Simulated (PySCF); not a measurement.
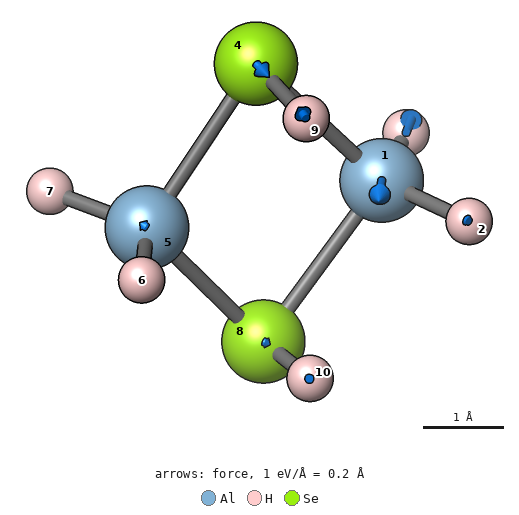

Starting geometry of Al₂H₆Se₂ with the computed forces as blue arrows. Style: ball-and-stick. Shown at a tilt.

The start comes from GFN2-xTB. Its atoms were then displaced at random by about 0.03 Å.

The calculation used PySCF 2.14.0, density-fitted response routines, PBE0-D3(BJ)/def2-SVP geometry optimisation, gas phase. 

**Is this structure relaxed? If not, where do the atoms go?**

It isn't relaxed: the largest force vector, on an Al atom, is 3.66 eV/Å. The final displacements have little in common with the starting forces (cosine between the two patterns 0.15). The energy falls by 45.6 kJ/mol in 16 geometry steps. The atom that moves furthest after the best rigid fit is an H atom (0.44 Å). Largest moves by element: H 0.44 Å, Se 0.25 Å, Al 0.08 Å. Near-neighbour distances that change, for instance: Al–H 1.414 → 1.584 Å, Al–Se 2.437 → 2.509 Å, H–Se 1.544 → 1.473 Å, Al–Se 2.579 → 2.519 Å. Bond angles that change, for instance: Al–Se–H 86.0° → 94.2°, Al–Se–H 87.1° → 94.7°, Al–Se–H 88.0° → 94.4°.
